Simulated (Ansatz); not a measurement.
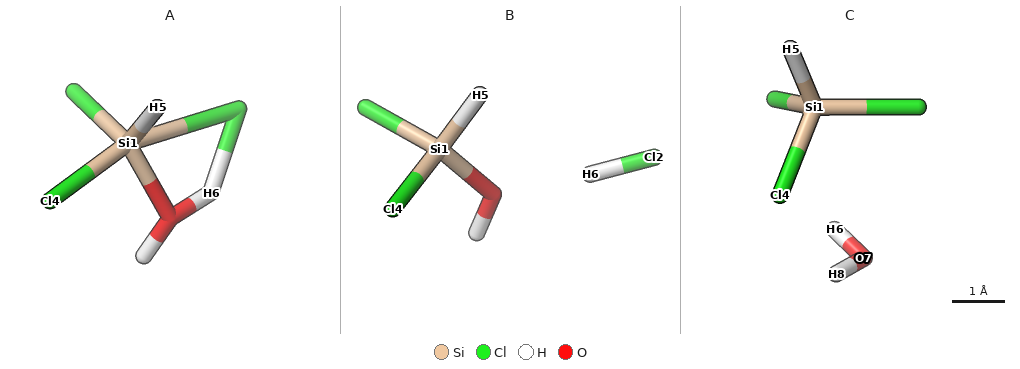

Three geometries of SiH3OCl3: a saddle point and the two minima that it joins, in shuffled order. A stick model, seen at a tilt. Sticks join atoms that are closer than about 1.2 times the sum of their covalent radii (a little more with hydrogen).

Stationary points at PBE0-D4/def2-TZVP, single-point energies with wB97X-V, CCSD(T), r2SCAN-D4, SPW92 (LDA) (def2-TZVPP where no basis is named; Ansatz 0.2.0). The energies are electronic, without zero-point or thermal terms, and both ends are the minima reached downhill from the saddle, with any fragments still in contact.

Q: Which frame is the transition state, what reaction does it lead through, and what barrier is to be expected?

A: Frame A is the saddle point. Counted by bonded pieces, C holds H₂O + SiHCl₃ and B holds HCl + SiH₂Cl₂O. From C over the saddle to B, bonds form: O–Si (3.71 → 1.77 → 1.63 Å), Cl–H (3.83 → 1.72 → 1.29 Å). Bonds break: Cl–Si (2.02 → 2.53 → 4.32 Å), H–O (0.96 → 1.08 → 1.93 Å). The saddle has one imaginary mode, 310i cm⁻¹. With wB97X-V the barrier is 20.6 kcal/mol from C and 25.6 kcal/mol from B, and B lies 5.0 kcal/mol below C.

```tsv
level	barrier from C (kcal/mol)	barrier from B (kcal/mol)	B less C (kcal/mol)
wB97X-V	20.6	25.6	−5.0
CCSD(T)	22.3	28.3	−6.1
r2SCAN-D4	17.4	22.4	−5.0
SPW92 (LDA)	6.5	12.9	−6.4
```

Limits of the set-up: the start holds two separate molecules, 2.9 Å apart at their closest, whose relative position is a soft coordinate.
